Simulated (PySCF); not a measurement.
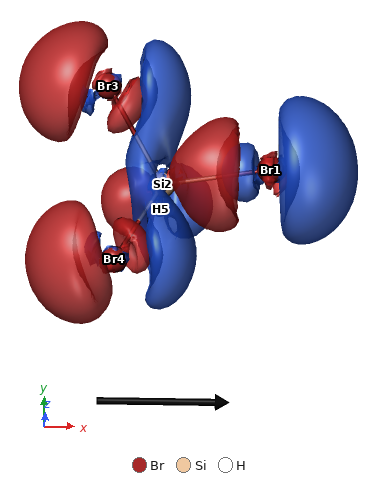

Figure 1: Br₃HSi, SMILES `Br[SiH](Br)Br`. Change of the electron density in a uniform field of 0.21 V/Å along +x (arrow), surfaces at ±0.0015 e/Å³ (red: gain, blue: loss).

Level of theory: ωB97X/def2-TZVP (PySCF), at a geometry from GFN2-xTB. No frequency check shows the geometry to be a minimum. A basis without diffuse functions makes polarisabilities too small. GFN2-xTB bond lengths at metals and heavier atoms can be off by up to 0.1 Å and shapes distorted, which carries into these values.

### What dipole is induced, and what polarisability does it imply?

The induced dipole is 0.90 D (along the field); α along this axis, from the fields in both directions, is 88 bohr³ (13.1 Å³).

### Which atoms gain and lose the most charge?

Electrons gather most on Br3 (Hirshfeld charge changes by −0.015 e) and leave Br1 most (+0.028 e); 0.070 electrons are displaced in all.
